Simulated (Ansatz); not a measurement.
## Electronic structure of BGeH₂O (SMILES B[O+]=[Ge]) (charge +1) in real space

Input

```
crystal:
  periodic: [false, false, false]
  atoms:
    - {symbol: B, position_ang: [-2.036216, -0.559460, -0.916878]}
    - {symbol: Ge, position_ang: [-0.681183, -2.283421, 1.241832]}
    - {symbol: O, position_ang: [-1.421514, -1.341829, 0.062300]}
    - {symbol: H, position_ang: [-1.968969, 0.617438, -0.773084]}
    - {symbol: H, position_ang: [-2.569373, -1.143272, -1.802986]}
basis:
  gaussian:
    orbitals: def2-TZVPD
total_charge: 1
hamiltonian:
  xc: pbe0
output: {forces: true, orbitals: {seedname: orbitals}}
```

Launched as:

```sh
ansatz run input.yaml --threads 2 --pin off --max-ram 4350MiB --events-out events.jsonl --progress --plain --runs-dir runs
```

Geometry: PBE0-D4/def2-TZVP.

All numbers below come from isolated molecule in a Gaussian basis; Kohn-Sham density functional theory, functional PBE0 in Ansatz 0.2.0.

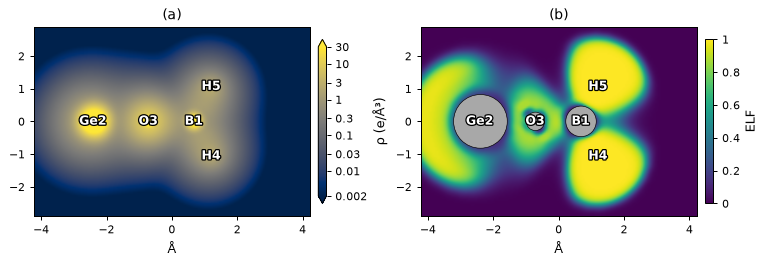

Figure 1. (a) total electron density; (b) electron localisation function on the molecular plane. Grey discs cover the atomic cores in the ELF map.

Question: Interpret the plot.

Answer: The plane passes through B, Ge, O and H nuclei. B–O (1.40 Å): ρ at the midpoint is about 1.9 e/Å³; the ELF peaks at about 0.90 between the atoms: a polar covalent bond. Ge–O (1.68 Å): ρ is about 1.2 e/Å³ halfway; the ELF peaks at about 0.80 in the valence shell of O, 0.5 Å from its nucleus, and is about 0.25 at the midpoint. B–H (1.19 Å): ρ at the midpoint is about 1.3 e/Å³; the ELF climbs to about 1 towards the hydrogen, as it does in any bond to H; a covalent bond by its length. The ELF also peaks beside O3, away from the bonds: lone-pair regions.

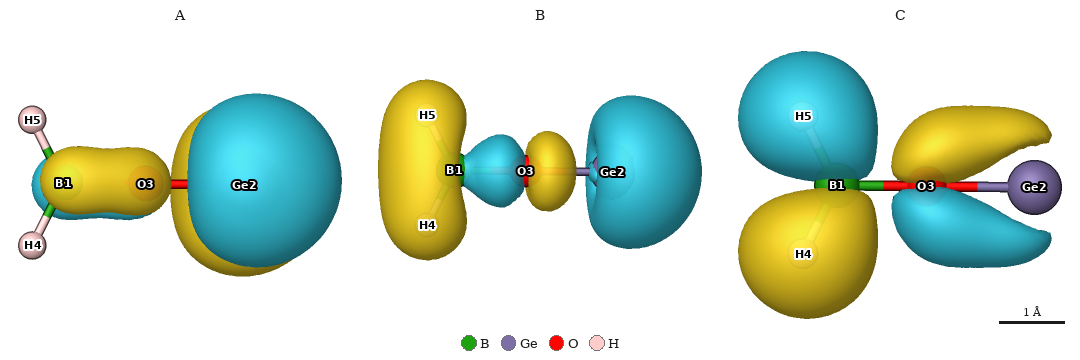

Figure 2. Three frontier orbitals at ±0.1 Å⁻³ᐟ² (yellow and cyan are the two phases), in no order.

Question: Order the three orbitals by energy and name them.

Answer: B is the HOMO−1 (−16.38 eV). Its weight (Hirshfeld) is mainly on Ge2 (about 45 %), B1 (about 20 %), O3 (about 15 %), H4 (about 10 %) and H5 (about 10 %); it is symmetric in the molecular plane (an in-plane orbital: σ, lone-pair or in-plane π type). C is the HOMO (−14.02 eV). It lies mainly on B1 (about 30 %), H4 (about 20 %), H5 (about 20 %), O3 (about 15 %) and Ge2 (about 10 %); it is symmetric in the molecular plane (an in-plane orbital: σ, lone-pair or in-plane π type). A is the LUMO (−8.94 eV). Its weight (Hirshfeld) is mainly on Ge2 (about 85 %) and O3 (about 5 %); it changes sign across the molecular plane (π type).

Question: What is the HOMO–LUMO gap?

Answer: 5.08 eV between the orbital energies.
